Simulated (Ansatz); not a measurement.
Input

```
crystal:
  periodic: [false, false, false]
  atoms:
    - {symbol: C, position_ang: [0.097696, -1.673389, 0.849016]}
    - {symbol: N, position_ang: [0.903682, -0.561316, 0.325392]}
    - {symbol: Ga, position_ang: [-0.260439, 0.947663, -0.492783]}
    - {symbol: O, position_ang: [-0.930603, 1.626736, 1.047564]}
    - {symbol: O, position_ang: [1.027450, 1.886278, -1.352240]}
    - {symbol: O, position_ang: [-1.380715, -0.045466, -1.513934]}
    - {symbol: H, position_ang: [0.716389, -2.478279, 1.251138]}
    - {symbol: H, position_ang: [-0.530737, -2.051878, 0.043918]}
    - {symbol: H, position_ang: [-0.549821, -1.285874, 1.634848]}
    - {symbol: H, position_ang: [1.547195, -0.878476, -0.392274]}
    - {symbol: H, position_ang: [1.464073, -0.143217, 1.060962]}
    - {symbol: H, position_ang: [-1.888440, 1.654627, 1.053612]}
    - {symbol: H, position_ang: [1.093974, 2.791030, -1.043313]}
    - {symbol: H, position_ang: [-1.322506, 0.182259, -2.443108]}
basis:
  gaussian: {orbitals: def2-TZVPP}
hamiltonian: {xc: pbe0, dispersion: d4}
output: {orbitals: {seedname: orbitals}}
```

Command:

```sh
ansatz run in.yaml --threads 4 --pin off --events-out ev --progress --plain --max-ram 11315MiB
```

Geometry: PBE0-D4/def2-TZVP.

The calculation used RKS PBE0-D4/def2-TZVPP in Ansatz 0.2.0.

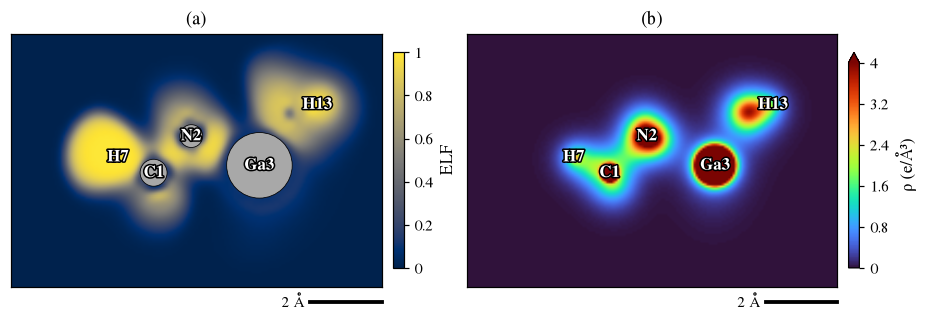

CH₈GaNO₃ (SMILES C[NH2+][Ga-]([OH])([OH])[OH]). (a) ELF; (b) total electron density on the plane of atoms N2, C1 and H7. Grey discs cover the atomic cores in the ELF map.

**Describe what can be read from this map.**

The plane passes through C, N, Ga and H nuclei. C–N (1.47 Å): the density is about 1.9 e/Å³ at the midpoint; the ELF peaks at about 0.95 between the atoms: a covalent bond. Ga–N (2.07 Å): ρ at the midpoint is about 0.55 e/Å³; the ELF peaks at about 0.95 in the valence shell of N, 0.6 Å from its nucleus, and is about 0.40 at the midpoint. C–H (1.09 Å): ρ at the midpoint is about 2 e/Å³; the ELF climbs to about 1 towards the hydrogen, as it does in any bond to H (a covalent bond by its length). The ELF also peaks beside O5, away from the bonds: lone-pair regions.
